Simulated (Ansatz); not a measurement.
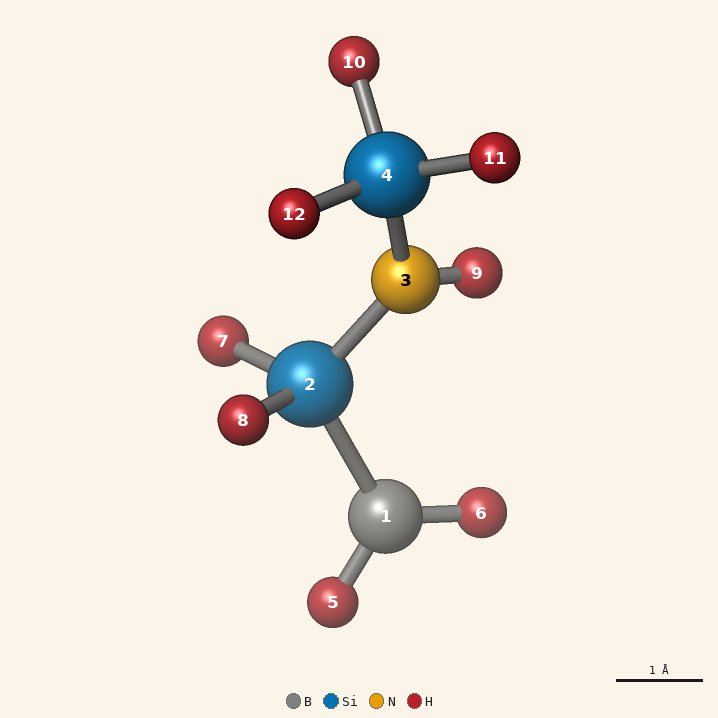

Orthographic view. Distant atoms are faded towards the background colour. The computed structure is the end point of a PBE0-D4/def2-TZVP optimisation. No frequency run is at hand to confirm it as a minimum.

Write a MOL file (V2000) with the atoms in numerical order, bonds sorted by atom number with the orders drawn, and coordinates in the frame of the picture: x right, y up, z towards the viewer, origin at the mean position.

```
BH8NSi2
                    3D

 12 11  0  0  0  0  0  0  0  0999 V2000
    0.2300   -2.2000   -1.3500 B   0  0  0  0  0  0  0  0  0  0  0  0
   -0.6500   -0.6500   -0.4300 Si  0  0  0  0  0  4  0  0  0  0  0  0
    0.4700    0.5700    0.0700 N   0  0  0  0  0  0  0  0  0  0  0  0
    0.2500    1.7900    1.2700 Si  0  0  0  0  0  4  0  0  0  0  0  0
   -0.3800   -3.2100   -1.5500 H   0  0  0  0  0  0  0  0  0  0  0  0
    1.3500   -2.1600   -1.7700 H   0  0  0  0  0  0  0  0  0  0  0  0
   -1.6700   -0.1500   -1.4200 H   0  0  0  0  0  0  0  0  0  0  0  0
   -1.4300   -1.0800    0.7700 H   0  0  0  0  0  0  0  0  0  0  0  0
    1.3000    0.6400   -0.4900 H   0  0  0  0  0  0  0  0  0  0  0  0
   -0.1400    3.1100    0.7000 H   0  0  0  0  0  0  0  0  0  0  0  0
    1.5100    1.9900    2.0400 H   0  0  0  0  0  0  0  0  0  0  0  0
   -0.8400    1.3400    2.1700 H   0  0  0  0  0  0  0  0  0  0  0  0
  1  2  1  0
  1  5  1  0
  1  6  1  0
  2  3  1  0
  2  7  1  0
  2  8  1  0
  3  4  1  0
  3  9  1  0
  4 10  1  0
  4 11  1  0
  4 12  1  0
M  END
```
